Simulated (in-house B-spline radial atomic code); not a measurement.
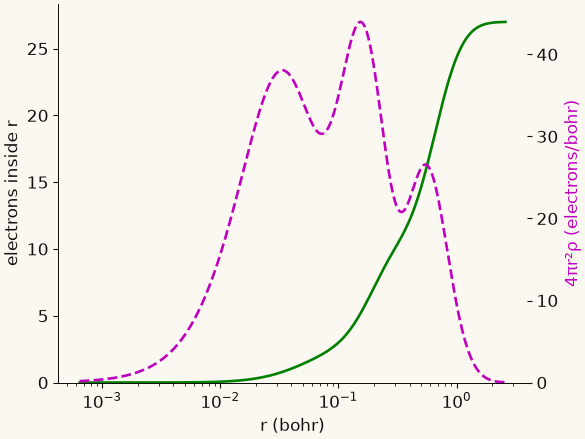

The Ga⁴⁺ ion; electrons: [Ar] 3d9 (high spin). The calculation used an in-house B-spline radial code at this level: scalar-relativistic (spin-free one-electron X2C) Hartree-Fock, spin-polarised, average of configuration, Fermi nucleus, basis-set limit. Radial functions and radii carry no picture-change correction.

The plot shows the number of electrons inside radius r (solid) and the radial density 4πr²ρ (dashed).

> What does the plot show?

The count levels off at 27 electrons. Half of them lie within 0.457 bohr, 90 % within 0.995 bohr and 99 % within 1.62 bohr. The radial density has minima at 0.072 and 0.34 bohr, where the count stands at 2.1 and 10.9; these part the shells that the density resolves.
